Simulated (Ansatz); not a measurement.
# AlCl₂H···HBr: what the fields show

The calculation's input:

```
crystal:
  periodic: [false, false, false]
  atoms:
    - { symbol: Al, position_ang: [0.0, 0.0, 0.0] }
    - { symbol: Cl, position_ang: [0.0, 0.0, 2.58] }
    - { symbol: H, position_ang: [1.351, 0.0, -0.78] }
    - { symbol: Cl, position_ang: [-1.9312, 0.0, -1.115] }
    - { symbol: Br, position_ang: [-0.3471, -2.5482, 0.8545] }
    - { symbol: H, position_ang: [-0.197, -1.4467, 2.1423] }
basis:
  gaussian: { orbitals: def2-SVP }
hamiltonian:
  xc: revpbe
relax:
  f_tol: 0.15
  max_steps: 25
  restrain:
    - { distance: [0, 4], at: 3.61, k: 30.0 }
    - { distance: [5, 1], at: 2.57, k: 30.0 }
    - { distance: [0, 1], at: 2.23, k: 30.0 }
    - { distance: [5, 4], at: 1.55, k: 30.0 }
output:
  orbitals: {}
```

Run with:

```sh
ansatz run input.yaml --threads 2 --pin off --max-ram 3072MiB --backend cpu --events-out ev --progress --plain --runs-dir out
```

The fields are those of the run's last geometry, not of the input's.

Not at a stationary point (largest force 1.3 eV/Å).

Level of theory: Ansatz 0.2.0, RKS revPBE/def2-SVP.

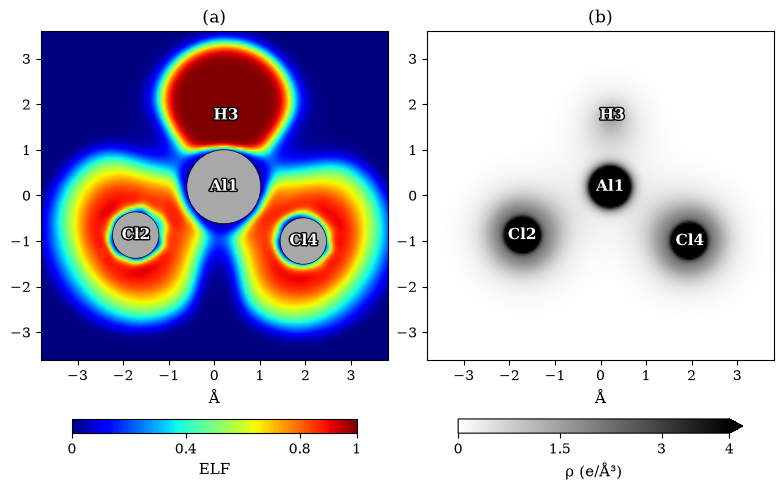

Figure 1. (a) ELF; (b) electron density on the plane of atoms Cl2, Al1 and Cl4. Grey discs cover the atomic cores in the ELF map.

Interpret the plot.

The plane passes through Al, Cl and H nuclei.
Al–Cl (2.11 Å): ρ at the midpoint is about 0.68 e/Å³; the ELF peaks at about 0.85 in the valence shell of Cl, 0.9 Å from its nucleus, and is about 0.80 at the midpoint.
Al–Cl (2.20 Å): ρ at the midpoint is about 0.58 e/Å³; the ELF peaks at about 0.85 in the valence shell of Cl, 1.0 Å from its nucleus, and is about 0.80 at the midpoint.
Al–H (1.58 Å): ρ is about 0.54 e/Å³ halfway; the ELF climbs to about 1 towards the hydrogen.
The ELF also peaks beside Cl4 and Cl2, away from the bonds: lone-pair regions.

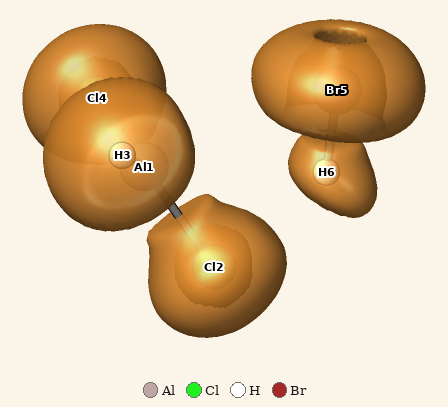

Figure 2. Isosurface of the electron localisation function at 0.75 (orange), seen across its widest extent. Core shells and regions of very low density are left out.

Identify the bonds, lone pairs and shells in this picture.

At this value the surface marks out two regions around hydrogen nuclei, two regions on Cl in which the atom's valence shell and bonds are merged and one region wrapped around Br (its valence shell).


Cl2···H6 (2.57 Å): the ELF dips to about 0.10 between them.

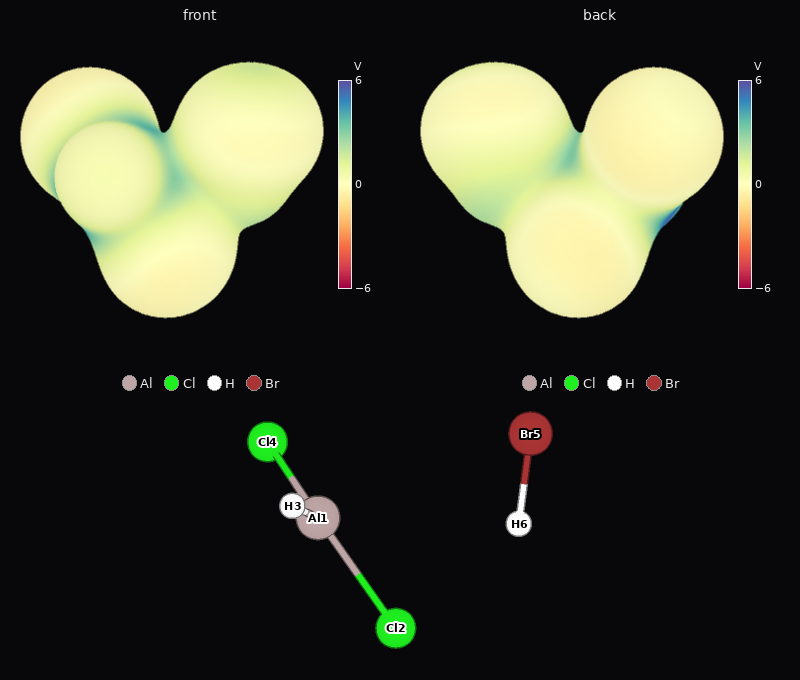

Figure 3. The electrostatic potential painted on the density surface at 0.004 e/bohr³, seen from the front and from behind; red is negative and blue positive. The bare structure is drawn below in the same view.

Which sites attract a positive test charge, and which a negative one?

A positive charge is drawn to the negative regions and a negative charge to the positive ones. The most negative region (about −0.4 V) lies over Cl2 and Cl4, the most positive (about +4.9 V) over Al1. Br5 shows a σ-hole: about +1.5 V at the tip opposite its bond, against about +0.1 V on its flanks.
